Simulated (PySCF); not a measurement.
Si(H)(NMe2)3, SMILES CN(C)[SiH](N(C)C)N(C)C (C6H19N3Si) at its GFN2-xTB optimised geometry (Å):

```
29

Si    -0.3214    -0.6376     0.0000
N     -0.8108     1.0126     0.0000
C     -1.9253     1.5138    -0.7583
C     -0.5084     1.8327     1.1438
N     -1.0038    -1.4023    -1.3892
C     -2.3897    -1.7940    -1.4122
C     -0.2051    -2.1748    -2.3046
N      1.3956    -0.6376     0.0000
C      2.2127     0.4309    -0.5078
C      2.1515    -1.8111     0.3354
H     -0.7113    -1.3569     1.2347
H     -1.7310     2.5470    -1.0641
H     -2.8562     1.5056    -0.1748
H     -2.0594     0.9051    -1.6461
H     -1.3482     1.8703     1.8493
H      0.3576     1.4281     1.6579
H     -0.2881     2.8568     0.8261
H     -2.8153    -1.6295    -2.4079
H     -2.5103    -2.8568    -1.1657
H     -2.9485    -1.2088    -0.6883
H     -0.2238    -3.2451    -2.0589
H      0.8219    -1.8275    -2.2703
H     -0.5839    -2.0561    -3.3249
H      2.9485     0.7403     0.2445
H      1.5824     1.2781    -0.7569
H      2.7620     0.1214    -1.4062
H      2.6633    -2.2267    -0.5426
H      2.9145    -1.5739     1.0857
H      1.4887    -2.5707     0.7389
```

Level of theory: CAM-B3LYP/def2-SVP (PySCF 2.14.0). Cells within 0.4 Å of a nucleus heavier than hydrogen are left out (blank, or x).

Map of the Laplacian of the electron density (e/bohr⁵), clipped to [-1.50, 1.50] on the plane z = 1.0 Å:

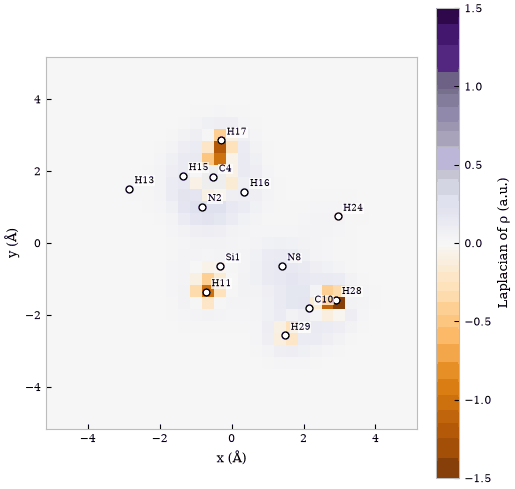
Figure. Laplacian of the electron density (e/bohr⁵), clipped to [-1.50, 1.50] on the plane z = 1.0 Å.
